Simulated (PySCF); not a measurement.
H4GeSi, SMILES [GeH][SiH3], singlet at its PBE0/def2-SVP optimised geometry (Å):

```
6

Ge    -1.1606     1.5658     0.0000
H     -0.3631     1.7747     1.3690
Si    -0.3408    -0.7530     0.0000
H     -0.7988    -1.4476     1.2498
H      1.1606    -0.7530     0.0000
H     -0.7993    -1.5658    -1.1706
```

Calculation: PBE0/def2-TZVP (PySCF). Cells within 0.4 Å of a nucleus heavier than hydrogen are left out (blank, or x).

Map of the log10 of the electron density (e/bohr³), floored at −4 on the plane z = 0.0 Å:

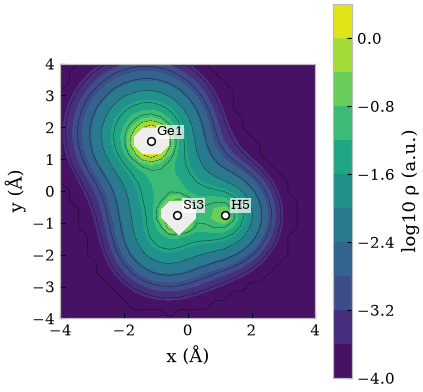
Log10 of the electron density (e/bohr³), floored at −4 on the plane z = 0.0 Å.
